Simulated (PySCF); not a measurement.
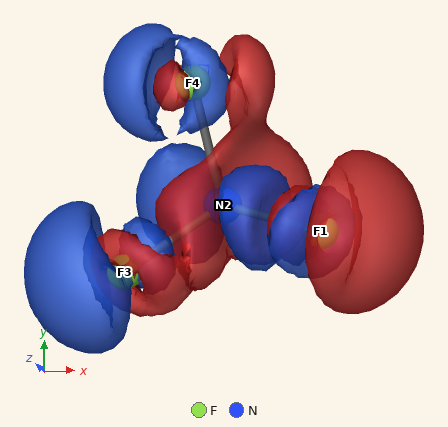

Figure 1: F₃N, SMILES `FN(F)F`. Change of the electron density in a uniform field of 0.21 V/Å, surfaces at ±0.0015 e/Å³ (blue: gain, red: loss).

Computed with PySCF, ωB97X/def2-TZVP, geometry: GFN2-xTB. No frequency check shows the geometry to be a minimum. A basis without diffuse functions makes polarisabilities too small.

Coordinates in Å:

```
F1       1.1559   -0.4204    0.1190
N2       0.0000   -0.0000   -0.4588
F3      -0.9421   -0.7908    0.1189
F4      -0.2139    1.2113    0.1189
```

Along which Cartesian direction does the field point?

Along +x: electrons gather on the −x side, against the field.

What dipole is induced, and what polarisability does it imply?

The induced dipole is 0.18 D (along the field); α along this axis, from the fields in both directions, is 17 bohr³ (2.6 Å³).

Which atoms gain and lose the most charge?

Electrons gather most on F3 (Hirshfeld charge changes by −0.008 e) and leave F1 most (+0.010 e); 0.022 electrons are displaced in all.

The PySCF run took 7.1 s on 1 thread of AMD EPYC 9R45 96-Core Processor (Zen 5), with other jobs on the host, peak memory 0.51 GiB.
